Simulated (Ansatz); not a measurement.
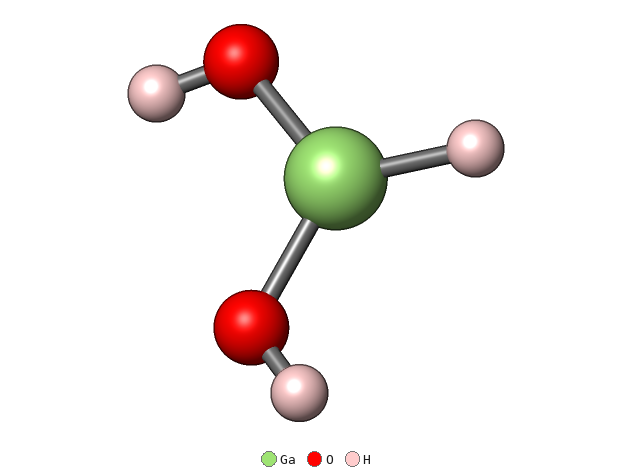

A ball-and-stick model of a molecule.

The geometry was computed by an optimisation with PBE0-D4/def2-TZVP.

What does the picture show?

Formula GaH₃O₂. The point group is Cs. All atoms lie on one plane. Coordination: 1 Ga trigonal planar; 2 O bent.

More results for the same structure follow; atom numbers are the same in all pictures, views and colours differ.

Shape

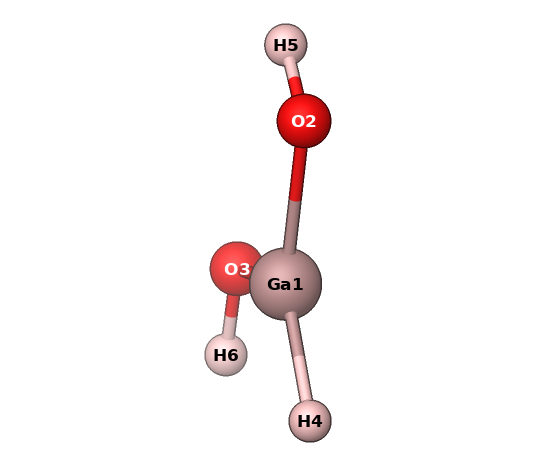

O3 lies behind Ga1. The molecule seen a little off the Ga1–O3 bond, Ga1 in front. Depth is shown by fading: the farther an atom, the more it takes the colour of the background.

> What is the torsion angle O2–Ga1–O3–H6? The sign is positive where the front bond must turn clockwise to cover the back bond.

180°, antiperiplanar (anti).

Charges

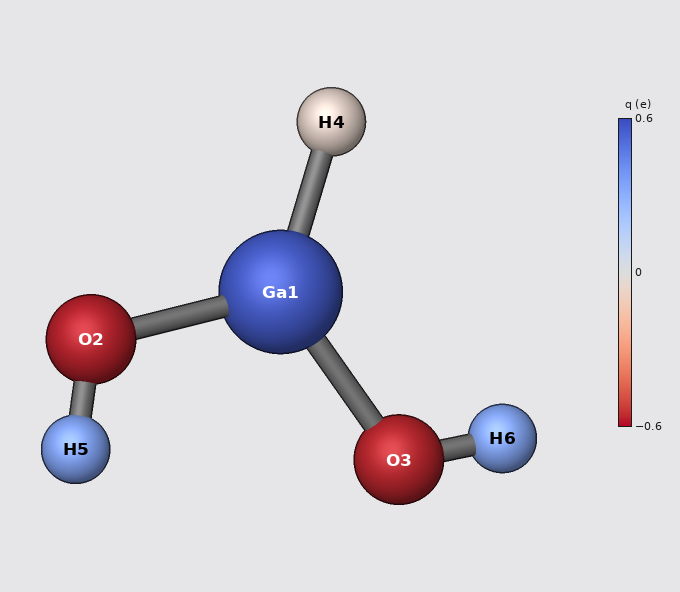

Atoms are coloured by their Mulliken charges. Properties computed with RKS PBE0-D4/def2-TZVP (Ansatz 0.2.0).

List the Mulliken charges.

| atom | value (e) |
| --- | --- |
| Ga1 | 0.55 |
| O2 | −0.56 |
| O3 | −0.56 |
| H4 | −0.05 |
| H5 | 0.32 |
| H6 | 0.31 |

Dipole moment

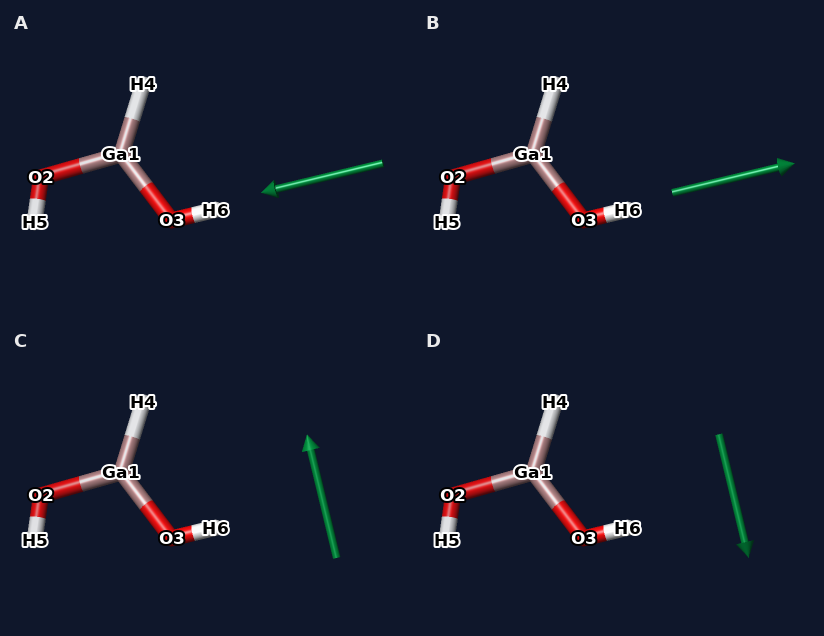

The same molecule four times, each with an arrow. Method: RKS PBE0-D4/def2-TZVP (Ansatz 0.2.0).

> Which arrow points along the dipole moment, from the negative to the positive end?

B. The dipole moment is 1.79 D; it points from the side of H5 to the side of H6 (the outermost atoms at the two ends).

Electronic properties

Properties computed with RKS PBE0-D4/def2-TZVPP (Ansatz 0.2.0).

> Estimate the HOMO–LUMO gap.

8.15 eV.

> Estimate the HOMO energy (Kohn–Sham orbital).

−8.68 eV.

Mulliken values depend strongly on the basis set and can even reverse the polarity of a bond.
